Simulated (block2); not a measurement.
# SiH2Cl2 (dichlorosilane (DCS)): DMRG/STO-3G

What is the vertical singlet–triplet gap of SiH2Cl2 (dichlorosilane (DCS)) at DMRG/STO-3G? 

The calculation is run with block2 0.5.4.

4 further runs of the same task are left out: 2 that didn't finish, 2 set aside as unsound or not needed. Runs told in other sessions of the task aren't counted.

**1. The system as given**

SiH2Cl2: 5 atoms, total charge 0, spin state singlet. As SMILES, `Cl[SiH2]Cl`. The shape is that of a PBE0-D4/def2-TZVP optimisation.

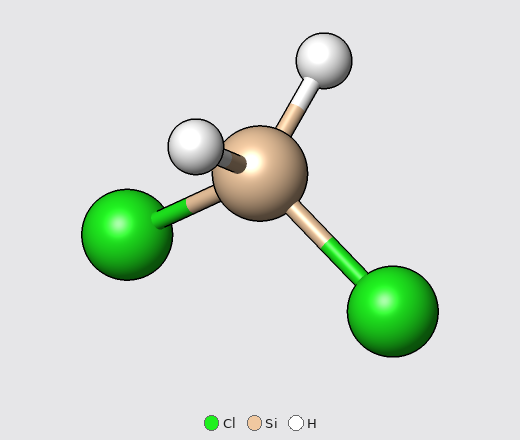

The structure, seen from a chosen angle (chlorine green, silicon light orange, hydrogen white).

**2. A single-point energy at DMRG/STO-3G**

dmrg.py reads:

```python
import numpy as np
from pyscf import cc, dft, gto, mcscf, mp, scf
from pyblock2._pyscf.ao2mo import integrals as itg
from pyblock2.driver.core import DMRGDriver, SymmetryTypes

geom = """
Cl    -1.036100    -0.393400     1.609300
Si     0.136800    -0.071700    -0.028900
Cl    -0.799200     1.196800    -1.324000
H      0.352000    -1.362200    -0.711200
H      1.396500     0.556600     0.413400
"""
mol = gto.M(
    atom=geom,
    basis="sto-3g",
    verbose=4,
)
print("nao = %d" % (mol.nao))
mf = scf.RHF(mol)
mf.conv_tol = 1e-10
mf.max_cycle = 200
mf.kernel()
if not mf.converged:
    mf = mf.newton().run(mf.mo_coeff, mf.mo_occ)
print("E(SCF) = %.10f" % (mf.e_tot))
# single-reference ladder for comparison
ref = mf
pt = mp.MP2(ref, frozen=15).run()
mycc = cc.CCSD(ref, frozen=15)
mycc.max_cycle = 150
mycc.kernel()
print("E(MP2) = %.10f" % (pt.e_tot))
if mycc.converged:
    print("CCSD total energy = %.10f" % (mycc.e_tot))
    print("CCSD(T) total energy = %.10f" % (mycc.e_tot + mycc.ccsd_t()))
    print(f"T1 diagnostic = {mycc.get_t1_diagnostic():.4f}")
# a few density functionals on the same geometry and basis
ks = dft.RKS(mol, xc="pbe0").set(conv_tol=1e-9, verbose=3).run()
if ks.converged:
    print(f"E(PBE0) = {ks.e_tot:.8f}")
ks = dft.RKS(mol, xc="r2scan").set(conv_tol=1e-9, verbose=3).run()
if ks.converged:
    print("E(r2SCAN) = %.8f" % (ks.e_tot))
ks = dft.RKS(mol, xc="b3lyp").set(conv_tol=1e-9, verbose=3).run()
if ks.converged:
    print("E(B3LYP) = %.8f" % (ks.e_tot))
# natural orbitals of MP2 give a compact matrix product state
occ_no, mo = mcscf.addons.make_natural_orbitals(mp.MP2(mf, frozen=15).run())
mf.mo_coeff = mo
ncas, n_elec, spin, ecore, h1e, g2e, orb_sym = itg.get_rhf_integrals(mf, ncore=15, ncas=14, pg_symm=False, g2e_symm=1)
driver = DMRGDriver(scratch="./tmp", symm_type=SymmetryTypes.SU2, stack_mem=1500 << 20, n_threads=1)
# orbital ordering
idx = driver.orbital_reordering(h1e, g2e, method="fiedler")
print("orbital order:", idx.tolist())
h1e = h1e[np.ix_(idx, idx)]
g2e = g2e[np.ix_(idx, idx, idx, idx)]
orb_sym = np.array(orb_sym)[idx]
driver.initialize_system(n_sites=ncas, n_elec=n_elec, spin=spin, orb_sym=orb_sym)
mpo = driver.get_qc_mpo(h1e=h1e, g2e=g2e, ecore=ecore, iprint=1)
occs = np.array([1.8] * 10 + [0.2] * 4)[idx]
ket = driver.get_random_mps(tag="GS", bond_dim=25, nroots=1, occs=occs)
bond_dims = [25] * 4 + [50] * 2 + [100] * 4
noises = [0.0001] * 4 + [0.0001] * 2 + [1e-05] * 4 + [0]
thrds = [1e-07] * 10
e = driver.dmrg(mpo, ket, n_sweeps=16, tol=1e-06, bond_dims=bond_dims, noises=noises, thrds=thrds, iprint=1)
ms, dws, es = driver.get_dmrg_results()
print("DW = %.3e" % (dws[-1]))
print("total energy = %.10f" % (e))
# FCI check
ci = mcscf.CASCI(mf, 14, (10, 10))
ci.fix_spin_(ss=0)
ci.fcisolver.conv_tol = 1e-10
ci.fcisolver.max_cycle = 200
ci.kernel()
print(f"E(FCI) = {ci.e_tot:.10f}")
```

On the command line:

```sh
$ python dmrg.py
```

Log:

```text
[INPUT] verbose = 4
[INPUT] num. atoms = 5
[INPUT] num. electrons = 50
[INPUT] charge = 0
[INPUT] spin (= nelec alpha-beta = 2S) = 0
[INPUT] symmetry False subgroup None
[INPUT] Mole.unit = angstrom
[INPUT] Symbol           X                Y                Z      unit          X                Y                Z       unit  Magmom
[INPUT]  1 Cl    -1.036100000000  -0.393400000000   1.609300000000 AA   -1.957945237662  -0.743418257404   3.041136252263 Bohr   0.0
[INPUT]  2 Si     0.136800000000  -0.071700000000  -0.028900000000 AA    0.258514533841  -0.135493363131  -0.054613085000 Bohr   0.0
[INPUT]  3 Cl    -0.799200000000   1.196800000000  -1.324000000000 AA   -1.510269118752   2.261624225879  -2.501997388924 Bohr   0.0
[INPUT]  4 H      0.352000000000  -1.362200000000  -0.711200000000 AA    0.665183595847  -2.574184926883  -1.343973219791 Bohr   0.0
[INPUT]  5 H      1.396500000000   0.556600000000   0.413400000000 AA    2.639002532955   1.051821560933   0.781212779895 Bohr   0.0

nuclear repulsion = 191.96342107857
number of shells = 17
number of NR pGTOs = 87
number of NR cGTOs = 29
basis = sto-3g
ecp = {}
CPU time:         0.42
nao = 29

******** <class 'pyscf.scf.hf.RHF'> ********
method = RHF
initial guess = minao
damping factor = 0
level_shift factor = 0
DIIS = <class 'pyscf.scf.diis.CDIIS'>
diis_start_cycle = 1
diis_space = 8
diis_damp = 0
SCF conv_tol = 1e-10
SCF conv_tol_grad = None
SCF max_cycles = 200
direct_scf = True
direct_scf_tol = 1e-13
chkfile to save SCF result = tmpzteh7nxs
max_memory 1800 MB (current use 144 MB)
Set gradient conv threshold to 1e-05
[... 20 lines left out ...]
converged SCF energy = -1196.02828624166
[... 23 lines left out ...]
Init t2, MP2 energy = -1196.07380408388  E_corr(MP2) -0.0455178422131311
[... 9 lines left out ...]
CCSD converged
[... 2 lines left out ...]
CCSD total energy = -1196.0913266595
[... 1 line left out ...]
CCSD(T) total energy = -1196.0922506490
[... 10 lines left out ...]
converged SCF energy = -1197.41947853255
[... 10 lines left out ...]
converged SCF energy = -1197.76807382604
[... 10 lines left out ...]
converged SCF energy = -1197.79413003793
[... 11 lines left out ...]
integral symmetrize error =  0.0
integral cutoff error =  0.0
[... 28 lines left out ...]
Sweep =    2 | Direction =  forward | Bond dimension =   25 | Noise =  1.00e-04 | Dav threshold =  1.00e-07
Time elapsed =      0.946 | E =   -1196.0918405773 | DE = -5.88e-04 | DW = 9.61980e-05

Sweep =    3 | Direction = backward | Bond dimension =   25 | Noise =  1.00e-04 | Dav threshold =  1.00e-07
Time elapsed =      1.287 | E =   -1196.0919195604 | DE = -7.90e-05 | DW = 1.09704e-04

Sweep =    4 | Direction =  forward | Bond dimension =   50 | Noise =  1.00e-04 | Dav threshold =  1.00e-07
Time elapsed =      1.849 | E =   -1196.0923383240 | DE = -4.19e-04 | DW = 5.92134e-06

Sweep =    5 | Direction = backward | Bond dimension =   50 | Noise =  1.00e-04 | Dav threshold =  1.00e-07
Time elapsed =      2.601 | E =   -1196.0924354316 | DE = -9.71e-05 | DW = 1.45303e-05

Sweep =    6 | Direction =  forward | Bond dimension =  100 | Noise =  1.00e-05 | Dav threshold =  1.00e-07
Time elapsed =      4.112 | E =   -1196.0925052078 | DE = -6.98e-05 | DW = 7.29776e-07

Sweep =    7 | Direction = backward | Bond dimension =  100 | Noise =  1.00e-05 | Dav threshold =  1.00e-07
Time elapsed =      6.159 | E =   -1196.0925147962 | DE = -9.59e-06 | DW = 1.51548e-06

Sweep =    8 | Direction =  forward | Bond dimension =  100 | Noise =  1.00e-05 | Dav threshold =  1.00e-07
Time elapsed =      8.195 | E =   -1196.0925157547 | DE = -9.59e-07 | DW = 1.53698e-06

Sweep =    9 | Direction = backward | Bond dimension =  100 | Noise =  1.00e-05 | Dav threshold =  1.00e-07
Time elapsed =     10.197 | E =   -1196.0925174774 | DE = -1.72e-06 | DW = 1.55884e-06

Sweep =   10 | Direction =  forward | Bond dimension =  100 | Noise =  0.00e+00 | Dav threshold =  1.00e-07
Time elapsed =     12.140 | E =   -1196.0925176669 | DE = -1.90e-07 | DW = 1.34219e-06

DW = 1.342e-06
total energy = -1196.0925176669

******** <class 'pyscf.mcscf.casci.CASCI'> ********
CAS (10e+10e, 14o), ncore = 15, nvir = 0
natorb = False
canonicalization = True
sorting_mo_energy = False
max_memory 1800 MB (current use 325 MB)
******** <class 'pyscf.fci.addons.SpinPenaltyFCISolver'> ********
max. cycles = 200
conv_tol = 1e-10
davidson only = True
linear dependence = 1e-12
level shift = 0.001
max iter space = 12
max_memory 1800 MB
nroots = 1
pspace_size = 400
spin = None
Density matrix diagonal elements [1.99965638 1.99963075 1.99899233 1.99814584 1.99784803 1.9976778
 1.98418863 1.98118848 1.97431775 1.96830831 0.03461947 0.02492432
 0.02214011 0.01836181]
CASCI converged
CASCI E = -1196.09252212103  E(CI) = -64.4963269665122  S^2 = 0.0000000
E(FCI) = -1196.0925221210
```

Wall time 49 s (1 thread of Arm Neoverse V2, shared host); peak memory 0.48 GiB.

**3. The triplet: the energy at DMRG/STO-3G**

job.py reads:

```python
import numpy as np
from pyscf import cc, dft, gto, mcscf, mp, scf
from pyblock2._pyscf.ao2mo import integrals as itg
from pyblock2.driver.core import DMRGDriver, SymmetryTypes

geom = [
    ("Cl", (-1.036100, -0.393400, 1.609300)),
    ("Si", (0.136800, -0.071700, -0.028900)),
    ("Cl", (-0.799200, 1.196800, -1.324000)),
    ("H", (0.352000, -1.362200, -0.711200)),
    ("H", (1.396500, 0.556600, 0.413400)),
]
mol = gto.M(
    atom=geom,
    basis="sto-3g",
    charge=0,
    spin=2,
    verbose=3,
)
print("basis functions = %d" % (mol.nao))
mf = scf.ROHF(mol)
mf.conv_tol = 1e-10
mf.max_cycle = 200
mf.kernel()
if not mf.converged:
    mf = mf.newton().run(mf.mo_coeff, mf.mo_occ)
print("reference energy = %.10f" % (mf.e_tot))
ref = scf.UHF(mol).run(mf.make_rdm1(), conv_tol=1e-10)
pt = mp.MP2(ref, frozen=15).run()
mycc = cc.CCSD(ref, frozen=15)
mycc.max_cycle = 150
mycc.kernel()
print(f"MP2 total energy = {pt.e_tot:.10f}")
if mycc.converged:
    print(f"E(CCSD) = {mycc.e_tot:.10f}")
    print(f"CCSD(T) total energy = {mycc.e_tot + mycc.ccsd_t():.10f}")
ks = dft.UKS(mol, xc="pbe0").set(conv_tol=1e-9, verbose=3).run(mf.make_rdm1())
if ks.converged:
    print(f"E(PBE0) = {ks.e_tot:.8f}")
ks = dft.UKS(mol, xc="r2scan").set(conv_tol=1e-9, verbose=3).run(mf.make_rdm1())
if ks.converged:
    print("E(r2SCAN) = %.8f" % (ks.e_tot))
ks = dft.UKS(mol, xc="b3lyp").set(conv_tol=1e-9, verbose=3).run(mf.make_rdm1())
if ks.converged:
    print(f"E(B3LYP) = {ks.e_tot:.8f}")
occ_no, mo = mcscf.addons.make_natural_orbitals(cc.CCSD(mf.to_uhf(), frozen=15).run())
mf.mo_coeff = mo
ncas, n_elec, spin, ecore, h1e, g2e, orb_sym = itg.get_rhf_integrals(mf, ncore=15, ncas=14, pg_symm=False, g2e_symm=1)
driver = DMRGDriver(scratch="./tmp", symm_type=SymmetryTypes.SU2, stack_mem=1500 << 20, n_threads=1)
idx = driver.orbital_reordering(h1e, g2e, method="fiedler")
print("orbital order:", idx.tolist())
h1e = h1e[np.ix_(idx, idx)]
g2e = g2e[np.ix_(idx, idx, idx, idx)]
orb_sym = np.array(orb_sym)[idx]
driver.initialize_system(n_sites=ncas, n_elec=n_elec, spin=spin, orb_sym=orb_sym)
mpo = driver.get_qc_mpo(h1e=h1e, g2e=g2e, ecore=ecore, iprint=0)
occs = np.array([1.8] * 9 + [1.0] * 2 + [0.2] * 3)[idx]
ket = driver.get_random_mps(tag="GS", bond_dim=50, nroots=1, occs=occs)
bond_dims = [50] * 2 + [100] * 3 + [200] * 4
noises = [0.0001] * 2 + [0.0001] * 3 + [1e-05] * 4 + [0]
thrds = [1e-07] * 9
e = driver.dmrg(mpo, ket, n_sweeps=15, tol=1e-07, bond_dims=bond_dims, noises=noises, thrds=thrds, iprint=1)
ms, dws, es = driver.get_dmrg_results()
print("max discarded weight = %.3e" % (dws[-1]))
print(f"total energy = {e:.10f}")
dm1 = driver.get_1pdm(ket)
print("occupation numbers =", np.round(np.linalg.eigvalsh(dm1)[::-1], 5).tolist())
c_act = mf.mo_coeff[:, 15:29][:, idx]
dm_ao = c_act @ dm1 @ c_act.T + 2 * mf.mo_coeff[:, :15] @ mf.mo_coeff[:, :15].T
print("dipole moment (debye) =", np.round(scf.hf.dip_moment(mol, dm_ao, verbose=0), 4).tolist())
print("largest bipartite entropy = %.4f" % (max(driver.get_bipartite_entanglement(ket))))
csf, coef = driver.get_csf_coefficients(ket, cutoff=0.08, iprint=1)
print(f"leading coefficient squared = {np.max(np.abs(coef)) ** 2:.4f}")
ci = mcscf.CASCI(mf, 14, (11, 9))
ci.fix_spin_(ss=2)
ci.fcisolver.conv_tol = 1e-10
ci.fcisolver.max_cycle = 200
ci.kernel()
print(f"FCI energy = {ci.e_tot:.10f}")
```

On the command line:

```sh
$ python job.py
```

Log:

```text
basis functions = 29
converged SCF energy = -1195.65229308129
reference energy = -1195.6522930813

WARN: HOMO -0.0308356741751442 >= LUMO -0.094910530977096

WARN: HOMO -0.0320836932937394 >= LUMO -0.0940912664896262

WARN: HOMO -0.032695448394222 >= LUMO -0.0932703893662097

WARN: HOMO -0.0320785255317089 >= LUMO -0.0930533463018125

WARN: HOMO -0.0317560707352974 >= LUMO -0.093067481436201

WARN: HOMO -0.0317007346008463 >= LUMO -0.0931199628278012

WARN: HOMO -0.0317027092172675 >= LUMO -0.0931212836926516

WARN: HOMO -0.0316953869528116 >= LUMO -0.0931254114220568

WARN: HOMO -0.0316952725378572 >= LUMO -0.0931262779223042

WARN: HOMO -0.0316952925245002 >= LUMO -0.0931262264220597

converged SCF energy = -1195.65428210868  <S^2> = 2.0097241  2S+1 = 3.0064758
E(UMP2) = -1195.70705070408  E_corr = -0.0527685954035542
E(SCS-UMP2) = -1195.70912929282  E_corr = -0.0548471841373425
E(UCCSD) = -1195.742621368887  E_corr = -0.08833926020826263
MP2 total energy = -1195.7070507041
E(CCSD) = -1195.7426213689
UCCSD(T) correction = -0.00514078638969991
CCSD(T) total energy = -1195.7477621553

WARN: HOMO 0.0571721982003535 >= LUMO -0.18455518032542

WARN: HOMO 0.068795432148025 >= LUMO -0.185870039823291

WARN: HOMO 0.0645443510680252 >= LUMO -0.184939577696565

WARN: HOMO 0.0640071399286514 >= LUMO -0.184544527308676

WARN: HOMO 0.0638982704686603 >= LUMO -0.184422380491783

WARN: HOMO 0.0640263292023326 >= LUMO -0.184165224935334

WARN: HOMO 0.0640128708922771 >= LUMO -0.184225736504429

WARN: HOMO 0.0640181833561371 >= LUMO -0.184221582926656

WARN: HOMO 0.0640170533494334 >= LUMO -0.184220503707614

WARN: HOMO 0.0640171851399928 >= LUMO -0.184220665874935

converged SCF energy = -1197.10496758662  <S^2> = 2.0027722  2S+1 = 3.0018476
E(PBE0) = -1197.10496759

WARN: HOMO 0.0941432986050769 >= LUMO -0.20537583963018

WARN: HOMO 0.102502344289285 >= LUMO -0.206184693648569

WARN: HOMO 0.0991433756025923 >= LUMO -0.203567968345489

WARN: HOMO 0.0980527764146501 >= LUMO -0.204790123891696

WARN: HOMO 0.0974616034693953 >= LUMO -0.204734503489271

WARN: HOMO 0.0977154787215319 >= LUMO -0.204111202787908

WARN: HOMO 0.0976751647623137 >= LUMO -0.204092066117079

WARN: HOMO 0.0976775490727554 >= LUMO -0.204366636448268

WARN: HOMO 0.0976534594499089 >= LUMO -0.204361833094363

WARN: HOMO 0.0976534602352918 >= LUMO -0.204364960158484

WARN: HOMO 0.0976540752377214 >= LUMO -0.204365828231838

WARN: HOMO 0.0976538743517313 >= LUMO -0.204365849818725

WARN: HOMO 0.0976538795434774 >= LUMO -0.204365863074069

converged SCF energy = -1197.46301765051  <S^2> = 2.0025258  2S+1 = 3.0016834
E(r2SCAN) = -1197.46301765

WARN: HOMO 0.0670289733390704 >= LUMO -0.186572535437532

WARN: HOMO 0.074817427655501 >= LUMO -0.18939899608872

WARN: HOMO 0.0716376799305657 >= LUMO -0.187756488846564

WARN: HOMO 0.0710130857261099 >= LUMO -0.187438988031118

WARN: HOMO 0.0706281818811581 >= LUMO -0.187316046145085

WARN: HOMO 0.0708442678302268 >= LUMO -0.186926813540526

WARN: HOMO 0.0707785737009314 >= LUMO -0.186992828399472

WARN: HOMO 0.0707884276673503 >= LUMO -0.186996331959634

WARN: HOMO 0.0707875784335633 >= LUMO -0.186995237588761

WARN: HOMO 0.0707876135954885 >= LUMO -0.186995385699154

converged SCF energy = -1197.48508146038  <S^2> = 2.0027675  2S+1 = 3.0018444
E(B3LYP) = -1197.48508146
E(UCCSD) = -1195.743185756422  E_corr = -0.09089267513115772
orbital order: [12, 13, 6, 7, 11, 10, 4, 5, 9, 8, 1, 0, 3, 2]

Sweep =    0 | Direction =  forward | Bond dimension =   50 | Noise =  1.00e-04 | Dav threshold =  1.00e-07
Time elapsed =      1.143 | E =   -1195.7438940397 | DW = 8.76000e-05

Sweep =    1 | Direction = backward | Bond dimension =   50 | Noise =  1.00e-04 | Dav threshold =  1.00e-07
Time elapsed =      2.040 | E =   -1195.7481046574 | DE = -4.21e-03 | DW = 3.32025e-04

Sweep =    2 | Direction =  forward | Bond dimension =  100 | Noise =  1.00e-04 | Dav threshold =  1.00e-07
Time elapsed =      3.783 | E =   -1195.7496360711 | DE = -1.53e-03 | DW = 3.44601e-05

Sweep =    3 | Direction = backward | Bond dimension =  100 | Noise =  1.00e-04 | Dav threshold =  1.00e-07
Time elapsed =      6.039 | E =   -1195.7498690482 | DE = -2.33e-04 | DW = 7.27615e-05

Sweep =    4 | Direction =  forward | Bond dimension =  100 | Noise =  1.00e-04 | Dav threshold =  1.00e-07
Time elapsed =      8.183 | E =   -1195.7499006420 | DE = -3.16e-05 | DW = 7.41317e-05

Sweep =    5 | Direction = backward | Bond dimension =  200 | Noise =  1.00e-05 | Dav threshold =  1.00e-07
Time elapsed =     12.552 | E =   -1195.7500167606 | DE = -1.16e-04 | DW = 3.11345e-06

Sweep =    6 | Direction =  forward | Bond dimension =  200 | Noise =  1.00e-05 | Dav threshold =  1.00e-07
Time elapsed =     20.511 | E =   -1195.7500514132 | DE = -3.47e-05 | DW = 8.70136e-06

Sweep =    7 | Direction = backward | Bond dimension =  200 | Noise =  1.00e-05 | Dav threshold =  1.00e-07
Time elapsed =     27.656 | E =   -1195.7500783838 | DE = -2.70e-05 | DW = 9.55052e-06

Sweep =    8 | Direction =  forward | Bond dimension =  200 | Noise =  1.00e-05 | Dav threshold =  1.00e-07
Time elapsed =     34.847 | E =   -1195.7500785558 | DE = -1.72e-07 | DW = 9.63061e-06

Sweep =    9 | Direction = backward | Bond dimension =  200 | Noise =  0.00e+00 | Dav threshold =  1.00e-08
Time elapsed =     43.608 | E =   -1195.7500793292 | DE = -7.73e-07 | DW = 9.13345e-06

Sweep =   10 | Direction =  forward | Bond dimension =  200 | Noise =  0.00e+00 | Dav threshold =  1.00e-08
Time elapsed =     50.914 | E =   -1195.7500794580 | DE = -1.29e-07 | DW = 9.13341e-06

Sweep =   11 | Direction = backward | Bond dimension =  200 | Noise =  0.00e+00 | Dav threshold =  1.00e-08
Time elapsed =     58.304 | E =   -1195.7500796894 | DE = -2.31e-07 | DW = 9.14670e-06

Sweep =   12 | Direction =  forward | Bond dimension =  200 | Noise =  0.00e+00 | Dav threshold =  1.00e-08
Time elapsed =     65.581 | E =   -1195.7500796891 | DE = 3.51e-10 | DW = 9.13289e-06

max discarded weight = 9.133e-06
total energy = -1195.7500796891
occupation numbers = [1.99972, 1.9997, 1.9979, 1.99785, 1.98742, 1.98306, 1.96257, 1.95973, 1.82324, 1.19542, 0.83347, 0.18399, 0.04116, 0.03477]
dipole moment (debye) = [1.4558, -0.6637, -0.2195]
largest bipartite entropy = 0.7753
mps center changed (temporarily)
DTRIE T =      0.002
Number of CSF =          4 (cutoff =      0.08)
Sum of weights of included CSF =    0.935779861641546

CSF          0 00220-22-22222  =    0.874850635194393
CSF          1 0022-0222-2222  =    0.392800476725334
CSF          2 -02-0022222222  =   -0.091900167054268
CSF          3 0--20022222222  =   -0.087626323221167
leading coefficient squared = 0.7654
CASCI E = -1195.75009284748  E(CI) = -64.1569333671407  S^2 = 2.0000000
FCI energy = -1195.7500928475
```

Wall time 2.2 min (1 thread of Arm Neoverse V2, shared host); peak memory 0.53 GiB.

**4. Results**

At DMRG/STO-3G, 15 core orbitals frozen:

| quantity | value |
| --- | --- |
| run 1, DMRG/STO-3G: total energy | -1196.09252 Eh |
| run 1, DMRG/STO-3G: T1 diagnostic of the CCSD step | 0.005 |
| triplet: total energy | -1195.75008 Eh |
| triplet: dipole moment (of the density that the program reports) | 1.61 D |
| vertical energy of the triplet above the singlet | 9.318 eV |

**Reading.** At this shape the triplet lies 9.32 eV (899 kJ/mol) above the singlet. In a minimal basis such a difference can be off by several eV, whatever the method.
